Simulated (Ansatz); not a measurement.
# B3LYP/cc-pVDZ run of GeHCl3 (SMILES [Cl][GeH]([Cl])[Cl])

Aim: the electronic atomisation energy of GeHCl3 at B3LYP/cc-pVDZ, from 4 runs. 

The results are computed with Ansatz 0.2.0.

61 further runs of the same task are left out: 12 that didn't finish, 49 set aside as unsound or not needed. Runs told in other sessions of the task aren't counted.

## 1. The structure to begin with

The species is GeHCl3 (5 atoms), meant as a singlet with charge 0. SMILES: `[Cl][GeH]([Cl])[Cl]`. The shape is that of a PBE0-D4/def2-TZVP optimisation.

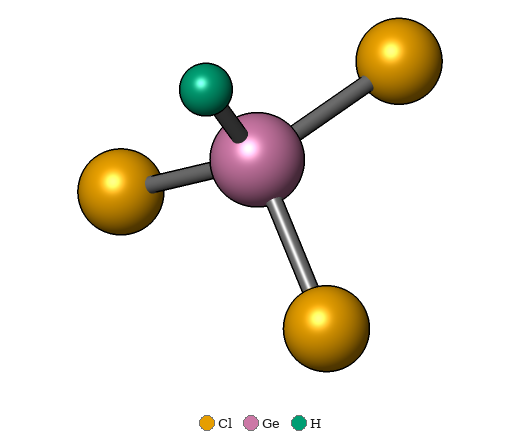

The structure, seen from a chosen angle (chlorine amber, germanium pink, hydrogen teal).

## 2. A single-point energy at B3LYP/cc-pVDZ

run.yaml

```yaml
crystal:
  periodic: [false, false, false]
  atoms:
    - symbol: Cl
      position_ang: [-1.177700, -0.012800, 1.700700]
    - symbol: Ge
      position_ang: [0.102400, 0.090600, 0.006200]
    - symbol: Cl
      position_ang: [1.117900, -1.767600, -0.185300]
    - symbol: Cl
      position_ang: [-1.095100, 0.385600, -1.725800]
    - symbol: H
      position_ang: [1.102600, 1.230700, 0.163000]
basis:
  gaussian:
    orbitals: cc-pVDZ
hamiltonian:
  xc: {name: B3LYP}
accuracy: high
output:
  orbitals: {seedname: orbitals}
```

Started as:

```console
$ ansatz run run.yaml --threads 1 --pin off --max-ram 3480MiB --events-out events.jsonl --progress --plain --runs-dir runs
```

The log of the run:

```text
Warning: RAYON_NUM_THREADS=1 ignored (pool sized by the plan → 1); use --threads N
Functional definition: B3LYP
  name "B3LYP"
  parameter a0 = 0.2
  parameter ax = 0.72
  parameter ac = 0.81
  exchange = (1 - a0 - ax)*slater_x + ax*b88_x + a0*exact_x
  correlation = (1 - ac)*vwn_rpa_c + ac*lyp_c
1925 factors; integrals over basis functions are off by at most 4.6e-9 eV
mean field evaluation 1: about -94106.5560 eV, gradient 2.0e1 eV
mean field evaluation 2: about -94105.9314 eV, gradient 2.5e1 eV
mean field evaluation 4: about -94107.6073 eV, gradient 3.5e-1 eV
mean field evaluation 8: about -94107.6878 eV, gradient 3.4e-2 eV
mean field evaluation 16: about -94107.6878 eV, gradient 1.2e-6 eV
mean field -94107.68780989 eV, -3458.3937385315 hartree, gradient 1.4e-8 eV, S^2 0.000000; 0 other end points of the search recorded, 0 dependent functions left out
reference -94107.68784896 eV, -3458.3937399673 hartree; 42, 42 occupied and 44, 44 virtual orbitals, 1925 factors
Total energy: -94107.68784896 eV, -3458.3937399673 hartree
```

It took 19 s on 1 thread of Arm Neoverse N1, shared host; peak memory 0.36 GiB.

## 3. The Cl atom, same level

in.yaml

```yaml
basis:
  gaussian: {orbitals: cc-pVDZ}
crystal:
  periodic: [false, false, false]
  atoms:
    - symbol: Cl
      position_ang: [0.000000, 0.000000, 0.000000]
magnetization: {spin_polarized: true, initial_magnetization: 1}
hamiltonian: {xc: {name: B3LYP}}
accuracy: high
```

Run the same way, it converges to -460.15846 Eh (log not shown).

## 4. The Ge atom at the same level

in.yaml

```yaml
crystal:
  periodic: [false, false, false]
  atoms:
    - symbol: Ge
      position_ang: [0.000000, 0.000000, 0.000000]
basis:
  gaussian: {orbitals: cc-pVDZ}
magnetization: {spin_polarized: true, initial_magnetization: 2}
hamiltonian: {xc: {name: B3LYP}}
accuracy: high
```

Run the same way, it converges to -2076.93718 Eh (log not shown).

## 5. The H atom at the same level

molecule.yaml

```yaml
crystal:
  periodic: [false, false, false]
  atoms:
    - symbol: H
      position_ang: [0.000000, 0.000000, 0.000000]
basis:
  gaussian:
    orbitals: cc-pVDZ
magnetization:
  spin_polarized: true
  initial_magnetization: 1
hamiltonian:
  xc: {name: B3LYP}
accuracy: high
```

Run the same way, it converges to -0.50126 Eh (log not shown).

## 6. What came out

Level: B3LYP/cc-pVDZ.

| quantity | value |
| --- | --- |
| molecule: total energy | -3458.39374 Eh |
| molecule: HOMO energy | -8.96 eV |
| molecule: LUMO energy | -1.63 eV |
| molecule: HOMO–LUMO gap | 7.33 eV |
| Cl atom: total energy | -460.15846 Eh |
| Cl atom: ⟨S²⟩ | 0.752 |
| Ge atom: total energy | -2076.93718 Eh |
| Ge atom: ⟨S²⟩ | 2.002 |
| H atom: total energy | -0.50126 Eh |
| H atom: ⟨S²⟩ | 0.750 |
| electronic atomisation energy | 13.059 eV |

In words: Taking the molecule apart into free atoms costs 13.06 eV (1260 kJ/mol), before zero-point energy and without spin-orbit coupling.
